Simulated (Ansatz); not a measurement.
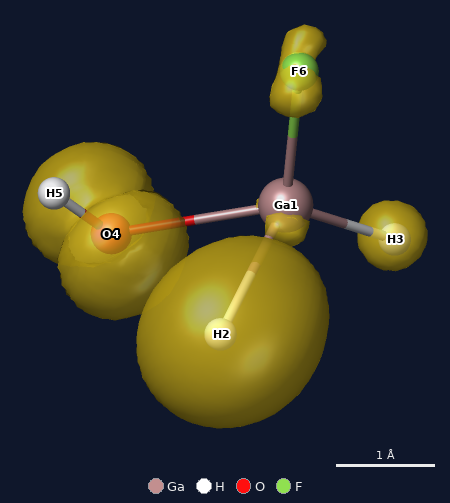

The picture shows: FGaH3O (doublet). Isosurfaces of the spin density at +0.03 (yellow) and −0.03 e/Å³ (cyan), seen at a tilt.

The calculation used Ansatz 0.2.0, UKS B3LYP/def2-SVP.

```json
{"atom": "Ga", "x (Å)": "0.1777", "y (Å)": "0.1272", "z (Å)": "0.5044"}
{"atom": "H", "x (Å)": "-0.1909", "y (Å)": "-1.5794", "z (Å)": "0.7242"}
{"atom": "H", "x (Å)": "1.5440", "y (Å)": "0.4658", "z (Å)": "-0.1462"}
{"atom": "O", "x (Å)": "-1.2821", "y (Å)": "-0.4037", "z (Å)": "-0.5298"}
{"atom": "H", "x (Å)": "-2.1041", "y (Å)": "-0.4245", "z (Å)": "-0.0088"}
{"atom": "F", "x (Å)": "-0.3948", "y (Å)": "0.9679", "z (Å)": "1.9497"}
```

Question: Which atoms carry the spin?

Answer: The unpaired spin (1 electron) lies mostly on H2 (about 0.4), O4 (about 0.4) and Ga1 (about 0.1), in electrons by Hirshfeld's partition.
